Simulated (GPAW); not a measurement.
# Polarising Cl/Au(100) with a field along the normal

The dipole of the cell at several fields, atoms fixed. What does the strongest field give, and what length does the slope stand for?

Set-up. GPAW 26.7.0, plane waves (400 eV), PAW setups, PBE, 11×11 mesh, a dipole layer in the vacuum; geometry relaxed without an applied field with GPAW. The cell's area is 8.32 Å², and e/ε0 = 180.95 V Å.

Results, with one row withheld:

| field (V/Å) | dipole (e Å) |
| --- | --- |
| −0.2 | −0.1685 |
| −0.1 | −0.1189 |
| −0.05 | −0.0940 |
| 0.05 | −0.0444 |
| 0.1 | −0.0195 |
| 0.2 | 0.0302 |
| 0.3 | ? |

**Question.** What is the dipole at 0.3 V/Å?

A: A line through the 6 points has the slope α = 0.497 e Å per V/Å and the intercept p₀ = −0.0692 e Å (r.m.s. residual 3.5e−05). At 0.3 V/Å it gives p = −0.0692 + 0.497 × 0.3 = 0.0798 e Å; the run gives 0.0800 e Å, so the response stays linear to 0.1 % of the induced part. Dividing by ε0 and the area: α/(ε0 A) = 0.497 × 180.95 / 8.32 = 10.80 Å, against 8.45 Å between the outer nuclei.

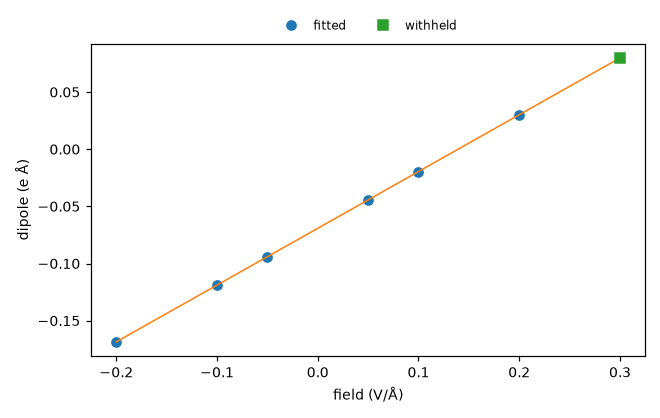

The line and the withheld run.

Caveats: This is the electronic response alone; ions that move would add to it in polar layers. No run was spin-polarised, so magnetic states weren't tested. Spin-orbit coupling is left out, which matters for the heavier atoms here.
